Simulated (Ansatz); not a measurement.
These are PBE (plane waves to 420 eV, PAW; Ansatz, a first-principles code) values and carry that method's errors.

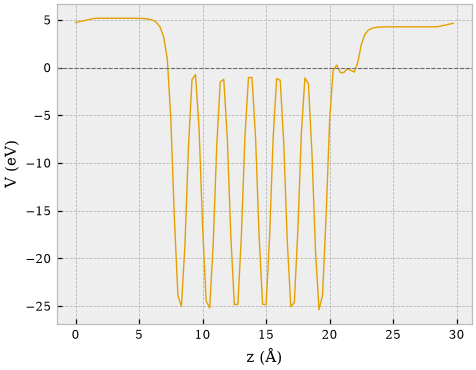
Planar average of the electrostatic potential across the slab, in eV from the Fermi level, for a constructed model of the (111) surface of fcc Rh, (√3x√3)R30° layer of I, one a cell, in the other hollow (bottom of the slab: a bare face, its two planes held)

Model: 19-atom slab, 13.5 Å thick at the start, 9x9x1 mesh, Fermi-Dirac 0.1 eV, dipole correction, 6 atoms held, the rest relaxed; start symmetry kept, larger cells not searched; no spin, no spin-orbit, no U. In PBE it lies 0.01 eV a 1x1 cell over the lowest computed structure of the same composition ((√3x√3)R30° layer of I, one a cell, on the site that continues the host's stacking).

The vacuum level lies 4.27 eV above the Fermi level over the top face and 5.16 eV above it under the bottom face.
